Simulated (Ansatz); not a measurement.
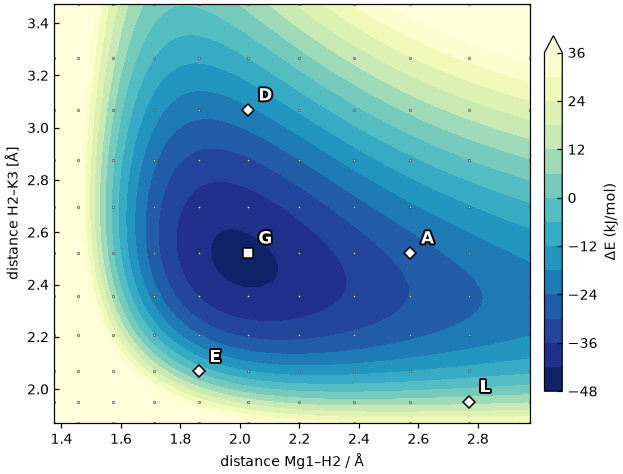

The system Mg + HK. 
- The first coordinate is: distance Mg1–H2; the second: distance H2–K3.
- Nothing is relaxed (the angle Mg1–H2–K3 is fixed at 90 degrees).
- The grid has 11 × 11 points.
- Points are written as (first, second).
- Energies are in kJ/mol, from Mg far from the relaxed HK (each part in its own basis).
- The restricted reference is unstable at some or all points, so the energies there are unreliable.
- Computed with Ansatz, RHF-CCSD(T), frozen core/def2-TZVPD.

The picture shows filled contours, dots at the grid points, one colour for all values above the top of the scale, lettered points. Between grid points the surface is interpolated.

Question: Is L the lowest point of the computed grid?

Answer: No. L lies 53 kJ/mol above the lowest grid point, which is at (2.026 Å, 2.522 Å).

Question: Rank the lettered points by energy, lowest first.

Answer: G (−43 kJ/mol), A (−27 kJ/mol), D (−19 kJ/mol), E (−2.0 kJ/mol), L (10 kJ/mol).
